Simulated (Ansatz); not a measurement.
AlCl$_{3}$···AlH$_{3}$O

```yaml
atoms:
  - { symbol: Al, position_ang: [0.2653, 0.1190, -0.0577] }
  - { symbol: Cl, position_ang: [-0.4495, 0.4390, 1.9939] }
  - { symbol: Cl, position_ang: [2.0723, 0.9446, -0.7272] }
  - { symbol: Cl, position_ang: [-1.1174, -0.7559, -1.4339] }
  - { symbol: O, position_ang: [0.2863, -2.6257, 1.0282] }
  - { symbol: Al, position_ang: [-0.9637, -3.3017, -0.0240] }
  - { symbol: H, position_ang: [-0.3726, -4.0543, -1.2786] }
  - { symbol: H, position_ang: [-2.4741, -3.2959, 0.4515] }
  - { symbol: H, position_ang: [0.0006, -2.0923, 1.8089] }
```

Not at a stationary point (largest force 1.4 eV/Å).

All numbers below come from RKS B3LYP-D4/cc-pVDZ in Ansatz.

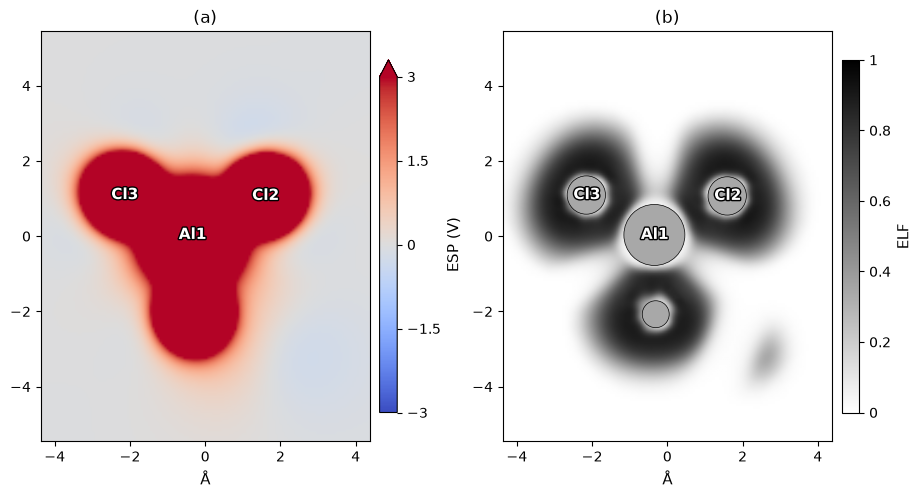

Figure 1. (a) electrostatic potential; (b) ELF on the plane of atoms Cl2, Al1 and Cl3. Grey discs cover the atomic cores in the ELF map.

Question: Interpret the plot.

Answer: Atoms in the plane: Al and Cl.
Al–Cl (2.10 Å): the ELF peaks at about 0.85 in the valence shell of Cl, 0.9 Å from its nucleus, and is about 0.80 at the midpoint.
Al–Cl (2.20 Å): the ELF peaks at about 0.85 in the valence shell of Cl, 1.0 Å from its nucleus, and is about 0.80 at the midpoint.
The ELF also peaks beside Cl4, Cl2 and Cl3, away from the bonds: lone-pair regions.
The potential has no marked negative region in this plane.

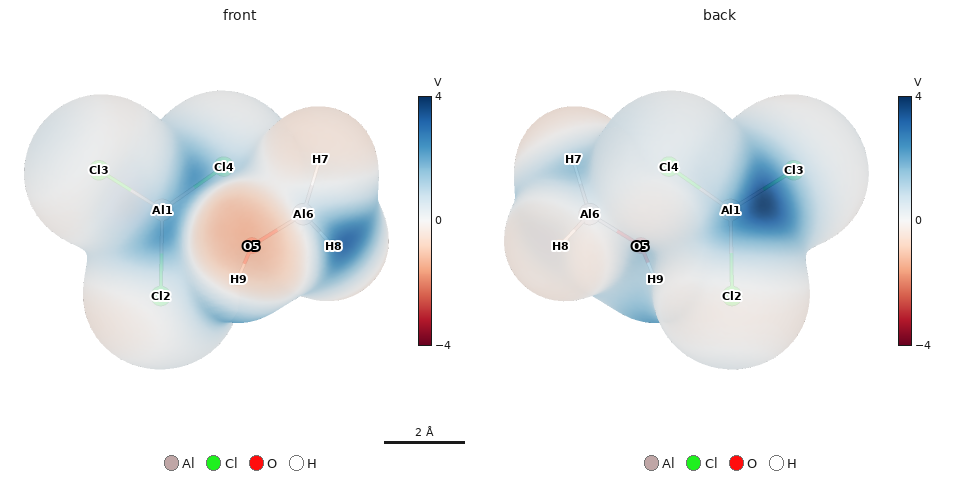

Figure 2. The molecular electrostatic potential painted on the density surface at 0.002 e/bohr³, seen from the front and from behind; the colour scale runs from red (negative) to blue (positive).

Question: Where is the surface potential most negative and most positive?

Answer: The most negative region (about −1.3 V, or −30 kcal/mol for a unit charge) lies over O5, the most positive (about +3.4 V, or +78 kcal/mol for a unit charge) over Al1. Cl4 shows a σ-hole: about +0.6 V, or +14 kcal/mol for a unit charge at the tip opposite its bond, against about +0.2 V on its flanks. O5 is the likeliest acceptor of a hydrogen bond.

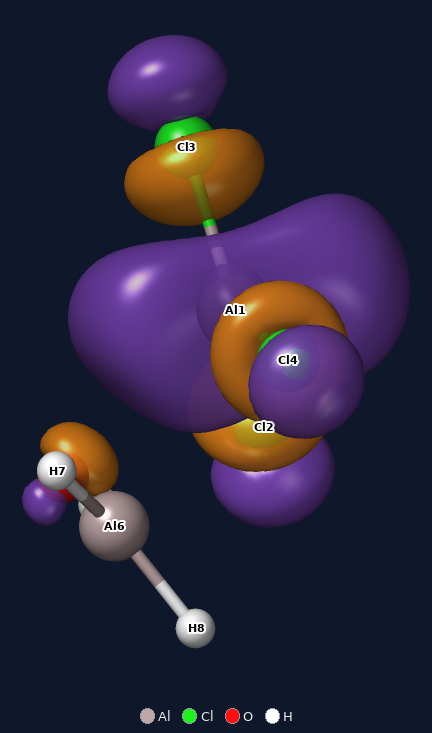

Figure 3. One frontier orbital at ±0.1 Å⁻³ᐟ² (orange and purple are the two phases), seen at an oblique angle.

Question: Which orbital is it: HOMO or LUMO?

Answer: The LUMO, at −2.01 eV. By Hirshfeld shares it lies mainly on Al1 (about 45 %), Cl3 (about 15 %), Cl2 (about 15 %) and Cl4 (about 15 %).

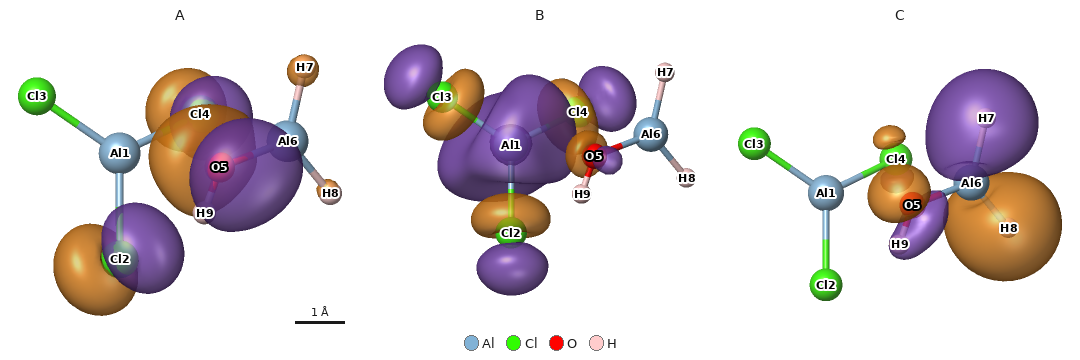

Figure 4. Three frontier orbitals at ±0.08 Å⁻³ᐟ² (orange and purple are the two phases), in no order.

Question: Order the three orbitals by energy and name them.

Answer: A is the HOMO−1 (−8.89 eV). It lies mainly on O5 (about 60 %), Cl2 (about 15 %) and Cl4 (about 10 %). C is the HOMO (−8.22 eV). It lies mainly on H8 (about 30 %), Al6 (about 30 %), H7 (about 25 %) and O5 (about 10 %). B is the LUMO (−2.01 eV). Its weight (Hirshfeld) is mainly on Al1 (about 45 %), Cl3 (about 15 %), Cl2 (about 15 %) and Cl4 (about 15 %).

Question: What is the HOMO–LUMO gap?

Answer: 6.21 eV between the orbital energies.
